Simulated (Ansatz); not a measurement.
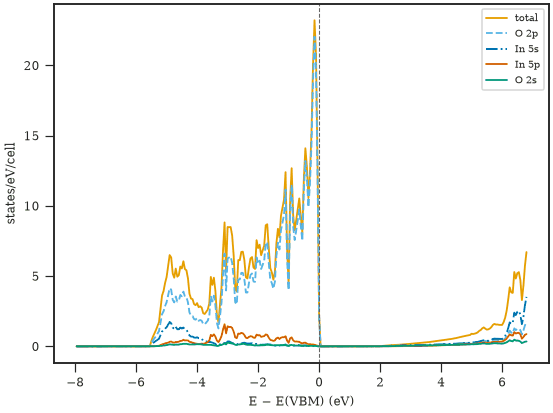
Figure. Total and projected density of states of In₂O₃ (corundum, space group No. 167), plane-wave PAW r²SCAN (Ansatz code)

Which orbitals carry the states next to the gap?

Top 1 eV of the valence band: O 2p 94 %. Bottom 1 eV of the conduction band: In 5s 51 %, O 2s 25 %, O 2p 15 %, In 5p 8 %. Projections are on Löwdin-orthogonalised atomic valence shells; empty p or d shells of many metals are not among them.

Space group R-3c (corundum). The first step of the workflow began from a Materials Project structure, measured or hypothetical; the Crystallography Open Database files this formula in space group No. 167, but the cells were not matched. It is not the phase usual at ambient conditions (space group No. 206). The cell was relaxed with r²SCAN under the symmetry of its start; its stability against distortions is not shown here. Scalar-relativistic: spin–orbit coupling is off unless named, which matters more the heavier the elements.

Potentials: the earlier of the program's two PAW sets.
